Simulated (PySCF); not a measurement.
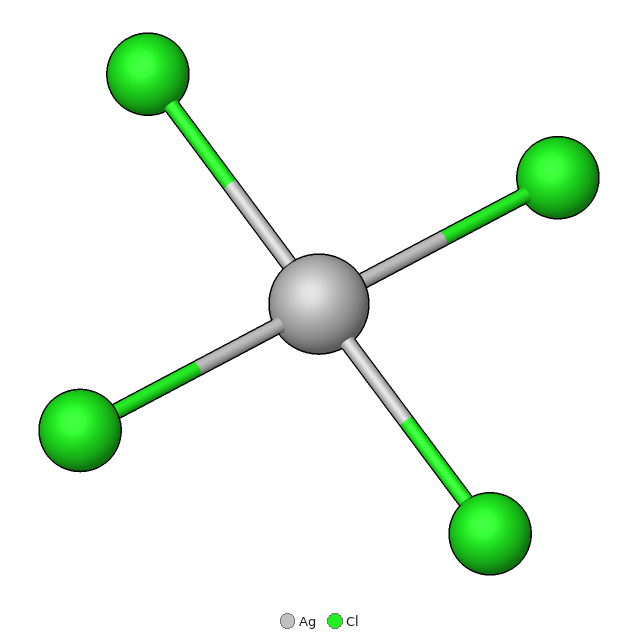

A molecule with one transition-metal atom. The species has charge −1 and is a spin singlet. The geometry was computed by an optimisation with PBE0-D3(BJ)/def2-SVP. No frequency run is at hand to confirm it as a minimum.

> What is the coordination number of the metal, and which atoms bind to it?

Ag binds 4 atoms: 4 Cl at 2.32 Å. The arrangement is square planar.

> Give the formal oxidation state and the d-electron count.

Ag(III), d⁸, counting the ligands as closed-shell ions or neutral donors.
